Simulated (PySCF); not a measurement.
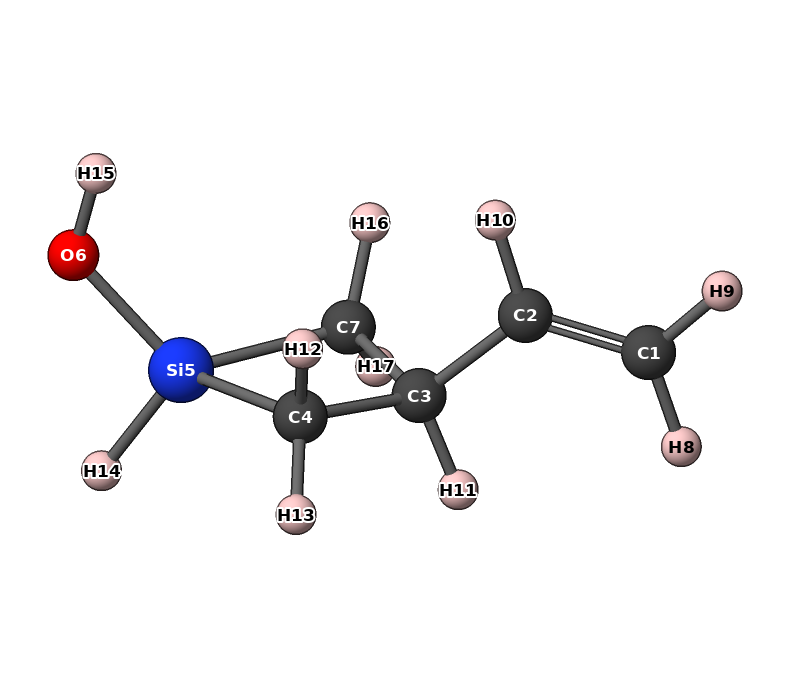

The questions are on Hirshfeld charges. Computed geometry: GFN2-xTB optimisation. No frequency run is at hand to confirm it as a minimum. Properties computed with PBE0/pcSseg-1, gas phase (PySCF 2.14.0).

**Which atom carries the highest charge (most positive or least negative)?**

Si5 (0.43 e).

**And the lowest?**

O6 (−0.31 e).

Give the Hirshfeld charges atom by atom.

```tsv
atom	value (e)
C1	−0.11
C2	−0.04
C3	−0.03
C4	−0.17
Si5	0.43
O6	−0.31
C7	−0.18
H8	0.04
H9	0.04
H10	0.04
H11	0.04
H12	0.03
H13	0.03
H14	−0.08
H15	0.18
H16	0.03
H17	0.03
```

The geometry is semi-empirical. Around Si such bond lengths and angles can be off by a tenth of an ångström or more and by several degrees, and values that hang on the shape move with them.
